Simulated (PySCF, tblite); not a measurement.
# C5H5ClS: excited states, first hyperpolarisability

Aim: compute the excited states, first hyperpolarisability of C5H5ClS (`Cc1ccc(Cl)s1`).

Computed with tblite 0.8.0 and PySCF 2.14.0 and routines of our own; the level stands in each step. Atoms count from 0.

## (1) The starting structure

12 atoms, charge 0, multiplicity 1; geometry from: force field or distance geometry start.

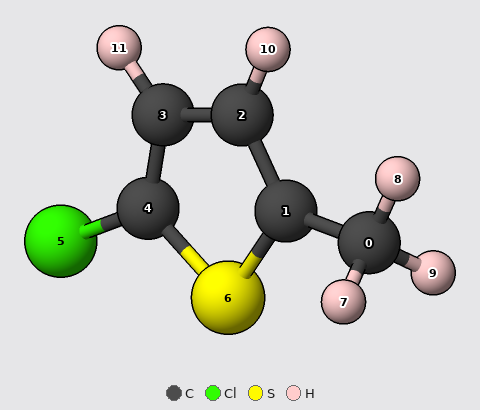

The starting geometry (carbon dark grey, chlorine green, sulfur yellow, hydrogen pink).

## (2) Geometry optimisation with GFN2-xTB

Job settings and geometry (Å):

```
{"job": {"kind": "relax", "xc": "GFN2-xTB", "basis": "xTB"}, "charge": 0, "multiplicity": 1}
C     -2.000100     0.365200    -0.017000
C     -0.535600     0.186600    -0.043500
C      0.211600    -0.945100     0.303000
C      1.606500    -0.725300     0.146400
C      1.874000     0.536800    -0.273800
Cl     3.419500     1.211300    -0.590600
S      0.488300     1.479300    -0.521600
H     -2.284500     1.177900     0.674600
H     -2.508600    -0.549000     0.315400
H     -2.385500     0.612500    -1.011600
H     -0.248400    -1.872600     0.630400
H      2.364100    -1.478300     0.362100
```

The run is started by

```console
> OMP_NUM_THREADS=1 python excited_run.py task.json out
```

One launch serves the whole session: the jobs run in the order shown.

The log of the run:

```text
step      E/eV     max force
  0    -572.30479    1.961
  1    -572.36587    0.873
  2    -572.37916    0.215
  3    -572.38236    0.177
  4    -572.38507    0.127
  5    -572.38623    0.088
  6    -572.38733    0.133
  7    -572.38813    0.106
  8    -572.38868    0.064
  9    -572.38905    0.059
 10    -572.38941    0.066
 11    -572.38973    0.067
 12    -572.38996    0.049
 13    -572.39015    0.050
 14    -572.39033    0.051
 15    -572.39051    0.056
 16    -572.39064    0.035
 17    -572.39073    0.022
 18    -572.39080    0.021
 19    -572.39085    0.024
 20    -572.39089    0.015
 21    -572.39091    0.014
 22    -572.39093    0.012
 23    -572.39095    0.015
 24    -572.39096    0.011
 25    -572.39096    0.005
```

Run time: 0.15 s. Hardware: 1 thread of Arm Neoverse V1, shared host.

Step by step:

```csv
step,energy from step 0 (eV),largest force (eV/Å)
0,0.0000,1.9611
1,-0.0611,0.8731
2,-0.0744,0.2153
3,-0.0776,0.1771
4,-0.0803,0.1274
5,-0.0814,0.0883
6,-0.0825,0.1326
7,-0.0833,0.1060
8,-0.0839,0.0639
9,-0.0843,0.0592
10,-0.0846,0.0662
11,-0.0849,0.0666
12,-0.0852,0.0488
13,-0.0854,0.0502
14,-0.0855,0.0507
15,-0.0857,0.0556
16,-0.0858,0.0353
17,-0.0859,0.0221
18,-0.0860,0.0206
19,-0.0861,0.0242
20,-0.0861,0.0152
21,-0.0861,0.0145
22,-0.0861,0.0124
23,-0.0862,0.0146
24,-0.0862,0.0106
25,-0.0862,0.0046
```

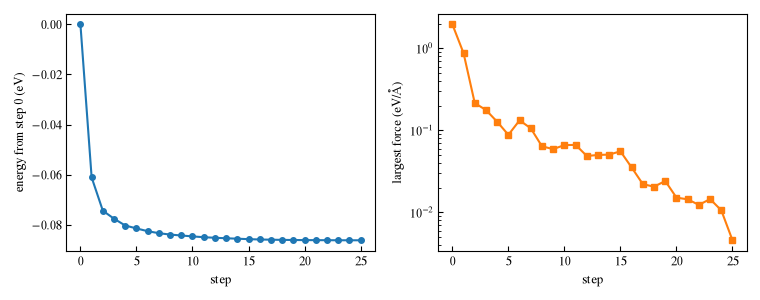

Energy and force, step by step.

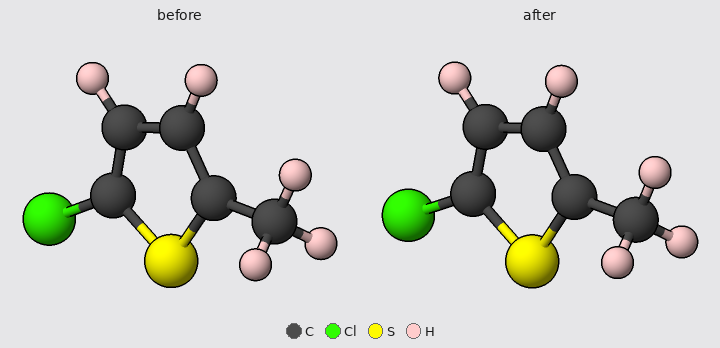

Before and after, at one scale.

Distances of close pairs at the start and the end, largest changes first:

```csv
bond,before (Å),after (Å),change (Å)
C1–C2,1.400,1.358,-0.042
C4–S6,1.694,1.735,+0.041
C1–S6,1.717,1.740,+0.023
C3–H11,1.090,1.074,-0.016
C0–H7,1.104,1.089,-0.015
C0–C1,1.476,1.486,+0.011
C2–H10,1.086,1.075,-0.011
C0–H8,1.098,1.087,-0.010
```

The final coordinates are the input of the step that follows.

## (3) Infrared spectrum with GFN2-xTB

Job settings and geometry (Å):

```
{"job": {"kind": "ir", "xc": "GFN2-xTB", "basis": "xTB"}, "charge": 0, "multiplicity": 1}
C     -2.015009     0.350811    -0.008894
C     -0.537912     0.186019    -0.035236
C      0.199236    -0.907337     0.287590
C      1.594479    -0.717712     0.149026
C      1.899038     0.532293    -0.282178
Cl     3.459103     1.169960    -0.577487
S      0.483400     1.505332    -0.528547
H     -2.300180     1.154865     0.668614
H     -2.484197    -0.571886     0.323341
H     -2.392229     0.601144    -0.999807
H     -0.235411    -1.833447     0.618451
H      2.330879    -1.470727     0.359099
```

The log of the run:

```text
mode    cm-1     km/mol
  1      75.8      0.39
  2     124.8      0.28
  3     204.7      0.22
  4     287.9      0.45
  5     317.9      0.32
  6     378.8      1.87
  7     437.0      1.04
  8     516.7      0.02
  9     601.7      1.14
 10     691.7      2.35
 11     712.6      5.34
 12     795.8     20.21
 13     832.5      0.19
 14     929.6     16.59
 15    1000.6      7.96
 16    1032.4      5.05
 17    1074.0      9.36
 18    1165.0     21.84
 19    1181.4      6.69
 20    1328.2      2.70
 21    1399.9      8.48
 22    1463.3      9.06
 23    1469.8     13.40
 24    1489.8     12.70
 25    1585.5     12.03
 26    3003.9     12.82
 27    3018.4     10.27
 28    3045.2     13.27
 29    3130.3     18.40
 30    3147.1      5.39
```

It took 0.36 s on 1 thread of Arm Neoverse V1, shared host.

Which atoms move in the most intense modes:

```csv
cm⁻¹,km/mol,atoms
796,20.2,"H11 49 %, H10 35 %"
930,16.6,"C4 60 %, H11 10 %"
1165,21.8,"C1 44 %, H11 15 %, C0 14 %, C2 11 %"
1470,13.4,"H9 35 %, H7 35 %, H8 12 %"
1490,12.7,"C3 38 %, C4 35 %"
3004,12.8,"H9 46 %, H7 45 %"
3045,13.3,H8 93 %
3130,18.4,H10 85 %
```

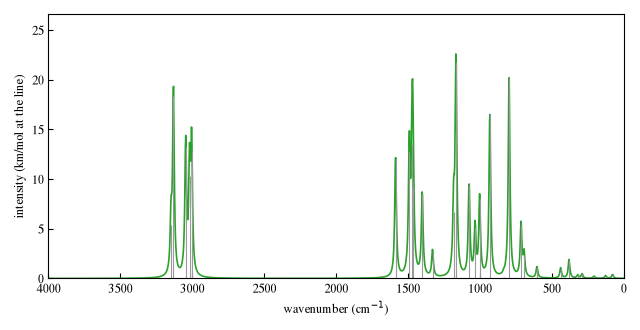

The infrared spectrum from these modes, unscaled. Lines are broadened to a width of 14 cm⁻¹ (Lorentzian).

## (4) Optimising the geometry at PBE0-D3(BJ)/def2-SVP

The job, as its differences from that of step 3:

```diff
@@ -1,2 +1,2 @@
-{"job": {"kind": "ir", "xc": "GFN2-xTB", "basis": "xTB"}, "charge": 0, "multiplicity": 1}
+{"job": {"xc": "PBE0", "basis": "def2-SVP", "d3": "d3bj", "grid": 1, "kind": "geom"}, "charge": 0, "multiplicity": 1}
 C     -2.015009     0.350811    -0.008894
```

The log of the run:

```text
step   0  E = -1051.00366438  max force = 0.009681
step   1  E = -1051.00487186  max force = 0.002010
step   2  E = -1051.00488408  max force = 0.000785
step   3  E = -1051.00488817  max force = 0.000336
optimisation converged
```

Run time: 20 s. Hardware: 1 thread of Arm Neoverse V1, shared host; peak memory 0.65 GiB.

Relaxation path:

```csv
step,energy from step 0 (eV),largest force component (eV/Å)
0,0.0000,0.4978
1,-0.0329,0.1034
2,-0.0332,0.0404
3,-0.0333,0.0173
```

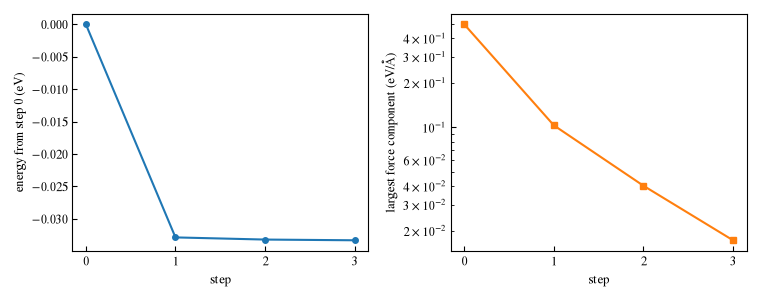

Energy and force, step by step.

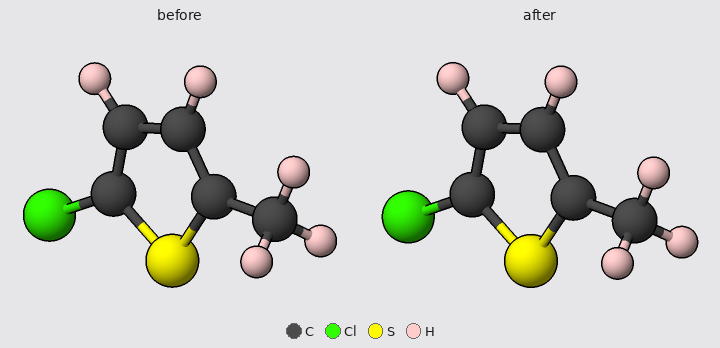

Before and after, at one scale.

Close pairs (by a distance rule), those that changed most:

```csv
bond,before (Å),after (Å),change (Å)
C2–H10,1.075,1.091,+0.016
C3–H11,1.074,1.089,+0.015
C1–C2,1.358,1.371,+0.014
C0–H9,1.089,1.102,+0.012
C0–H7,1.089,1.102,+0.012
C0–H8,1.087,1.099,+0.012
C3–C4,1.357,1.367,+0.010
C2–C3,1.415,1.425,+0.010
```

The next job starts from the end point, and lists it.

```csv
at the end point,value
point group (found at 0.08 Å tolerance),Cs
"rotational constants (GHz, main isotopes)","5.002, 1.160, 0.948"
dipole moment (D),1.95
```

## (5) Excited states: TDA CAM-B3LYP/aug-cc-pVDZ

Job settings and geometry (Å):

```
{"job": {"kind": "states", "xc": "CAM-B3LYP", "basis": "aug-cc-pVDZ", "tda": true, "soc": true, "nstates": 5, "ntriplets": 4, "nquad": 4}, "charge": 0, "multiplicity": 1}
C     -1.672077     0.573248    -0.094537
C     -0.190429     0.405490    -0.116343
C      0.551088    -0.701815     0.206421
C      1.957051    -0.514736     0.072076
C      2.260790     0.748004    -0.355591
Cl     3.814826     1.402207    -0.651082
S      0.845135     1.711713    -0.596952
H     -1.986404     1.374890     0.592523
H     -2.142727    -0.361221     0.240670
H     -2.074428     0.815391    -1.091053
H      0.094529    -1.636652     0.535778
H      2.713637    -1.270770     0.279301
```

With the program's defaults for keys left out, this is: TDA CAM-B3LYP/aug-cc-pVDZ excited states, vertical, gas phase, spin-orbit mean-field couplings.

The log of the run:

```text
coarse grid: 11784 points
cycle   1  E = -1051.7909826245  dE =  1.388e+00  |g| = 3.605e-01  |ddm| = 1.572e+01
cycle   2  E = -1051.7852854083  dE =  5.697e-03  |g| = 4.325e-01  |ddm| = 3.434e+00
cycle   3  E = -1051.8288969297  dE = -4.361e-02  |g| = 6.169e-02  |ddm| = 1.578e+00
cycle   4  E = -1051.8298146341  dE = -9.177e-04  |g| = 3.198e-02  |ddm| = 3.252e-01
cycle   5  E = -1051.8300626012  dE = -2.480e-04  |g| = 1.076e-02  |ddm| = 1.285e-01
cycle   6  E = -1051.8300926809  dE = -3.008e-05  |g| = 2.275e-03  |ddm| = 3.975e-02
cycle   7  E = -1051.8300941722  dE = -1.491e-06  |g| = 8.171e-04  |ddm| = 1.131e-02
final grid: 106392 points
cycle   8  E = -1051.8530981988  dE = -1.215e-05  |g| = 2.808e-03  |ddm| = 2.100e-01
cycle   9  E = -1051.8530984697  dE = -2.709e-07  |g| = 2.686e-03  |ddm| = 2.607e-02
cycle  10  E = -1051.8531003416  dE = -1.872e-06  |g| = 3.034e-04  |ddm| = 9.580e-03
cycle  11  E = -1051.8531003636  dE = -2.199e-08  |g| = 1.054e-04  |ddm| = 1.311e-03
cycle  12  E = -1051.8531003666  dE = -3.008e-09  |g| = 1.901e-05  |ddm| = 6.113e-04
cycle  13  E = -1051.8531003667  dE = -1.057e-10  |g| = 9.215e-06  |ddm| = 1.176e-04
converged SCF energy = -1051.8531003667

Singlet excitations
state   eV       nm        f     d(h-e)  d(exc)  Lambda  PR(NTO)  |dmu|/D   mu/D   main configurations
  1   5.4240   228.6   0.22417   0.286   3.119   0.706   1.141    0.726    1.827   H->L 0.91
  2   5.6332   220.1   0.00001   1.534   4.065   0.257   1.013    5.634    4.327   H->L+1 0.56, H->L+4 0.15, H->L+7 0.14
  3   5.7475   215.7   0.00119   0.146   3.985   0.251   1.020    1.974    2.283   H->L+2 0.27, H->L+1 0.27, H->L+4 0.16
  4   5.9153   209.6   0.07529   0.215   2.930   0.603   1.600    0.527    1.676   H-1->L 0.73, H->L+10 0.16
  5   6.0363   205.4   0.00030   1.617   3.787   0.304   1.026                     H->L+4 0.34, H->L+7 0.18, H->L+3 0.17

Triplet excitations (Tamm-Dancoff)
state   eV     d(h-e)  d(exc)  Lambda  PR(NTO)   main configurations
  1   3.4006   0.231   2.661   0.688   1.074   H->L 0.85
  2   4.6354   0.026   2.624   0.593   1.238   H-1->L 0.80
  3   5.4057   1.297   3.357   0.302   1.044   H->L+7 0.45, H->L+1 0.14, H->L+4 0.09
  4   5.4846   0.672   2.711   0.577   1.478   H->L+10 0.59, H-1->L 0.10
S1 - T1 = 2.0234 eV

Spin-orbit couplings |<S|Hso|T>| (cm-1)
             T1       T2       T3       T4
S0        0.156    0.708   63.318    0.583
S1        0.067    0.471   21.816    0.326
S2       21.042    0.648    3.879    1.513
S3       19.103    2.883    6.678    2.066
S4        0.140    0.035    2.737    0.069
S5       17.808    4.739   11.629    8.622
T1 sublevels (cm-1): 0.000 0.028 0.034   radiative rates (1/s): 0.0243 0.00251 0.0123
```

Run time: 39 s. Hardware: 1 thread of Arm Neoverse V1, shared host; peak memory 0.9 GiB.

From this job:

```csv
quantity,value
S1 less T1,2.02 eV
```

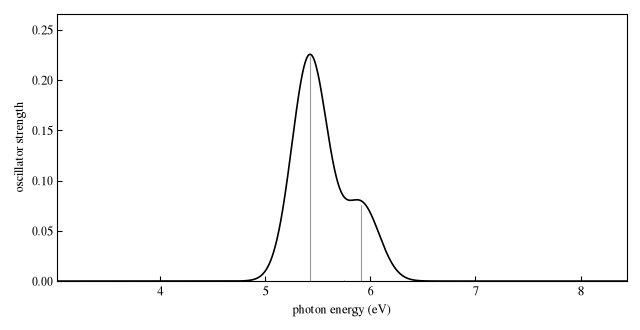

Absorption lines of the singlets. Lines are broadened to a width of 0.40 eV (Gaussian).

The fields below are evaluated on a grid from the run's orbitals.

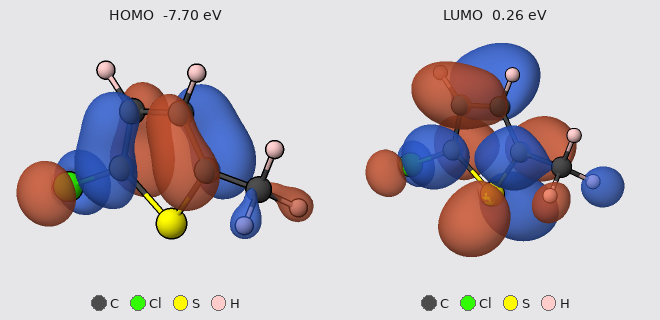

CAM-B3LYP/aug-cc-pVDZ orbitals near the gap, drawn at the value that encloses 70 % of each; the two colours are the two signs.

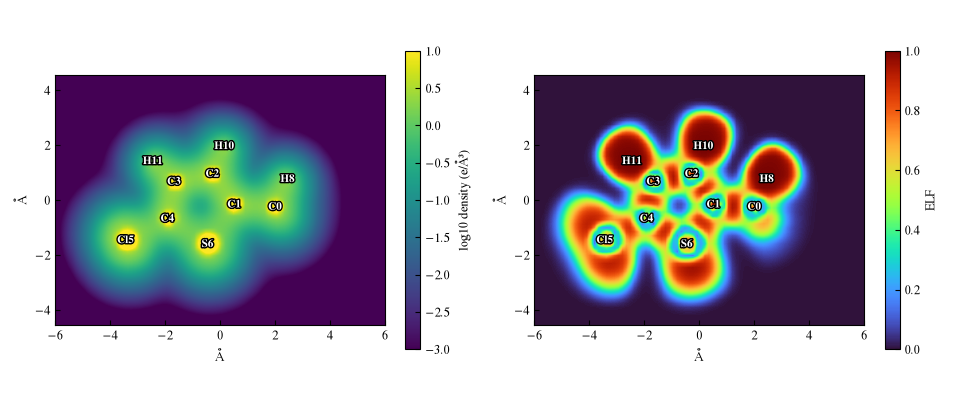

Density (left) and ELF (right) in a plane through or near 10 of the atoms.

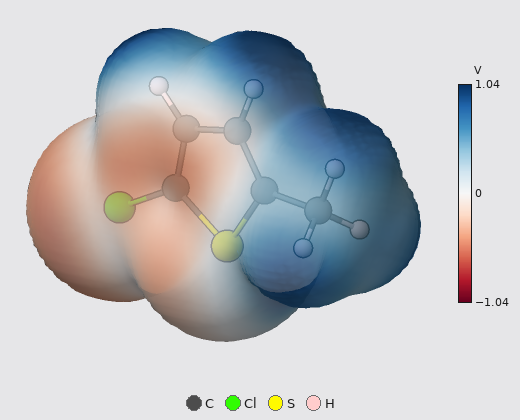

The potential that a unit positive charge feels on the 0.002 e/bohr³ surface, from -0.48 V near Cl5 to 1.04 V near H10.

## (6) Excited states: TDDFT LC-wPBE/aug-cc-pVDZ

The job, as its differences from that of step 5:

```diff
@@ -1,2 +1,2 @@
-{"job": {"kind": "states", "xc": "CAM-B3LYP", "basis": "aug-cc-pVDZ", "tda": true, "soc": true, "nstates": 5, "ntriplets": 4, "nquad": 4}, "charge": 0, "multiplicity": 1}
+{"job": {"kind": "states", "xc": "LC-wPBE", "basis": "aug-cc-pVDZ", "tpa": true, "nstates": 6, "nquad": 5, "ntriplets": 0}, "charge": 0, "multiplicity": 1}
 C     -1.672077     0.573248    -0.094537
```

Level: TDDFT LC-wPBE/aug-cc-pVDZ excited states, vertical, gas phase, two-photon moments by quadratic response.

The log of the run:

```text
coarse grid: 11784 points
cycle   1  E = -1051.4769197901  dE =  1.597e+00  |g| = 4.102e-01  |ddm| = 1.270e+01
cycle   2  E = -1051.4966399879  dE = -1.972e-02  |g| = 3.925e-01  |ddm| = 3.509e+00
cycle   3  E = -1051.5318960382  dE = -3.526e-02  |g| = 5.141e-02  |ddm| = 1.447e+00
cycle   4  E = -1051.5327880741  dE = -8.920e-04  |g| = 2.919e-02  |ddm| = 3.998e-01
cycle   5  E = -1051.5330261839  dE = -2.381e-04  |g| = 7.676e-03  |ddm| = 1.139e-01
cycle   6  E = -1051.5330474162  dE = -2.123e-05  |g| = 1.966e-03  |ddm| = 4.170e-02
cycle   7  E = -1051.5330495097  dE = -2.093e-06  |g| = 1.064e-03  |ddm| = 1.457e-02
final grid: 106392 points
cycle   8  E = -1051.5648993775  dE = -3.888e-05  |g| = 5.231e-03  |ddm| = 3.700e-01
cycle   9  E = -1051.5649018072  dE = -2.430e-06  |g| = 4.375e-03  |ddm| = 5.000e-02
cycle  10  E = -1051.5649067098  dE = -4.903e-06  |g| = 3.411e-04  |ddm| = 1.632e-02
cycle  11  E = -1051.5649067484  dE = -3.868e-08  |g| = 1.867e-04  |ddm| = 2.333e-03
cycle  12  E = -1051.5649067594  dE = -1.093e-08  |g| = 3.646e-05  |ddm| = 1.149e-03
cycle  13  E = -1051.5649067600  dE = -6.594e-10  |g| = 2.259e-05  |ddm| = 2.362e-04
converged SCF energy = -1051.5649067600

Singlet excitations
state   eV       nm        f     d(h-e)  d(exc)  Lambda  PR(NTO)  |dmu|/D   mu/D   delta(TPA)   sigma/GM   main configurations
  1   5.3835   230.3   0.18103   0.194   2.869   0.583   1.205    0.432    2.112        5.21      0.055   H->L+2 0.74, H->L+4 0.20
  2   5.9834   207.2   0.08811   0.199   2.745   0.506   1.492    0.265    1.981       51.76      0.679   H-1->L+2 0.66, H-1->L+4 0.18
  3   6.2396   198.7   0.00017   1.473   3.235   0.279   1.030    3.893    4.529        1.23      0.018   H->L+7 0.30, H->L+9 0.29, H->L+6 0.10
  4   6.4141   193.3   0.00062   0.720   4.040   0.211   1.430    3.626    2.475        2.98      0.045   H->L 0.47, H->L+7 0.11
  5   6.4649   191.8   0.00013   0.547   3.068   0.255   1.571    1.631    2.879        6.63      0.102   H-1->L+9 0.23, H-1->L+7 0.23, H->L 0.12
  6   6.5149   190.3   0.00054   1.272   3.281   0.293   1.212                                            H->L+6 0.19, H->L+7 0.14, H->L+17 0.12
```

Wall time 49 s (1 thread of Arm Neoverse V1, shared host); peak memory 0.81 GiB.

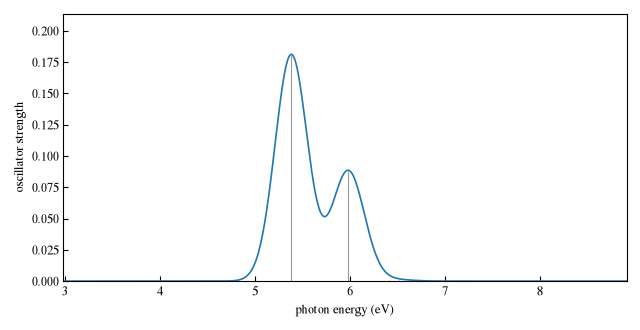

Absorption lines of the singlets. Lines are broadened to a width of 0.40 eV (Gaussian).

## (7) First hyperpolarisability: quadratic response wB97X-D/aug-cc-pVDZ

The job, as its differences from that of step 6:

```diff
@@ -1,2 +1,2 @@
-{"job": {"kind": "states", "xc": "LC-wPBE", "basis": "aug-cc-pVDZ", "tpa": true, "nstates": 6, "nquad": 5, "ntriplets": 0}, "charge": 0, "multiplicity": 1}
+{"job": {"kind": "beta", "xc": "wB97X-D", "basis": "aug-cc-pVDZ", "wavelengths": [1064]}, "charge": 0, "multiplicity": 1}
 C     -1.672077     0.573248    -0.094537
```

Method: quadratic response wB97X-D/aug-cc-pVDZ first hyperpolarisability, Taylor convention, gas phase.

The log of the run:

```text
coarse grid: 11784 points
cycle   1  E = -1051.8018212147  dE =  1.447e+00  |g| = 3.678e-01  |ddm| = 1.327e+01
cycle   2  E = -1051.8064283815  dE = -4.607e-03  |g| = 3.985e-01  |ddm| = 3.478e+00
cycle   3  E = -1051.8432233939  dE = -3.680e-02  |g| = 5.155e-02  |ddm| = 1.448e+00
cycle   4  E = -1051.8439324405  dE = -7.090e-04  |g| = 2.849e-02  |ddm| = 3.213e-01
cycle   5  E = -1051.8441440795  dE = -2.116e-04  |g| = 8.835e-03  |ddm| = 1.149e-01
cycle   6  E = -1051.8441661314  dE = -2.205e-05  |g| = 1.863e-03  |ddm| = 3.725e-02
cycle   7  E = -1051.8441674458  dE = -1.314e-06  |g| = 8.210e-04  |ddm| = 1.233e-02
final grid: 106392 points
cycle   8  E = -1051.8719867210  dE = -1.086e-04  |g| = 6.268e-03  |ddm| = 5.962e-01
cycle   9  E = -1051.8719900136  dE = -3.293e-06  |g| = 5.539e-03  |ddm| = 5.724e-02
cycle  10  E = -1051.8719977420  dE = -7.728e-06  |g| = 6.407e-04  |ddm| = 2.088e-02
cycle  11  E = -1051.8719978606  dE = -1.186e-07  |g| = 3.470e-04  |ddm| = 3.878e-03
cycle  12  E = -1051.8719978946  dE = -3.400e-08  |g| = 9.139e-05  |ddm| = 2.315e-03
cycle  13  E = -1051.8719978975  dE = -2.883e-09  |g| = 4.700e-05  |ddm| = 4.747e-04
cycle  14  E = -1051.8719978983  dE = -8.035e-10  |g| = 1.077e-05  |ddm| = 2.542e-04
converged SCF energy = -1051.8719978983

Lowest singlets (eV, f): 5.2029 0.1782  5.6953 0.0001  5.8459 0.0717

First hyperpolarisability (au)
process     nm      |vector|   parallel      HRS      DR
static         -      117.20     -67.15      43.63   7.974
shg       1064.0      141.35      -80.7       52.8   7.522
eope      1064.0      124.27     -71.14          -       -
```

Wall time 35 s (1 thread of Arm Neoverse V1, shared host); peak memory 0.9 GiB.

(Part 1 of 2 ends here.)
